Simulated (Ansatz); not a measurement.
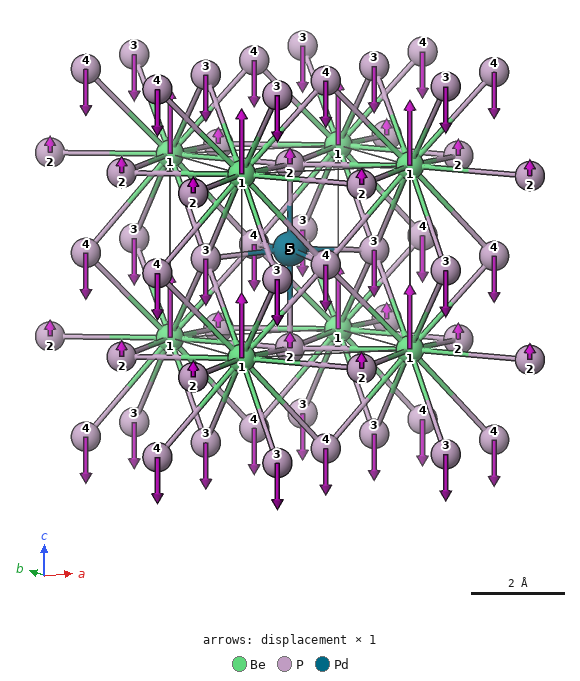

This is a relaxation of crystalline BeP₃Pd (built on the tetragonal perovskite type) (coarse preliminary run). The starting structure is drawn; purple arrows show the displacements (the part carried along by the change of the cell is left out), at their true length.

Style: ball-and-stick. Shown: the cell of the calculation, slightly off an axis.

Case: tetragonal perovskite type (P4mm, No. 99).

Computed with DFT PBE, scalar-relativistic, plane waves, PAW (Ansatz). Settings: plane-wave cutoff 420 eV; k-point mesh 4 × 4 × 4; occupations gaussian; smearing width 0.1 eV; no spin polarisation; cell and atoms relaxed; force threshold 0.04 eV/Å; at most 70 steps.

**Which element moves most?**

Beryllium: up to 1.45 Å, against 1.04 Å for phosphorus.

**What did the optimiser do to the structure, and how much energy did it gain?**

The largest move relative to the cell is that of Be1, 1.45 Å along +c. By element the largest moves are Be 1.45 Å, P 1.04 Å, Pd 0.25 Å. The drawn cell changes as follows: a = b 3.967 → 4.420 Å (+11.4 %), c 4.016 → 4.725 Å (+17.6 %); the volume changes by +46.1 %. Some distances before and after: Be1–P3 2.866 → 5.405 Å, P2–P3 2.794 → 4.348 Å, P3–Pd5 1.987 → 2.636 Å, Be1–P3 (another image) 2.780 → 2.220 Å. Among the angles between lasting bonds that change: Pd5–P3–Pd5 173.0° → 113.9°, P3–Pd5–P3 173.0° → 113.9°, P2–Pd5–P3 86.5° → 57.0°. The space group stays P4mm (No. 99). The energy falls by 2725 meV per atom in 13 accepted moves (15 points after the start). Largest force component: 9.6 eV/Å at the start, 0.0018 eV/Å at the end. Pressure: 101.87 GPa at the start and −0.01 GPa at the end. The SCF was repeated twice at an unchanged geometry on a basis and grid sized afresh for the cell, which shifted the energy by 18.0 meV per atom at most.

Limits of the set-up: the k-point mesh is coarse for a cell with partly filled bands.
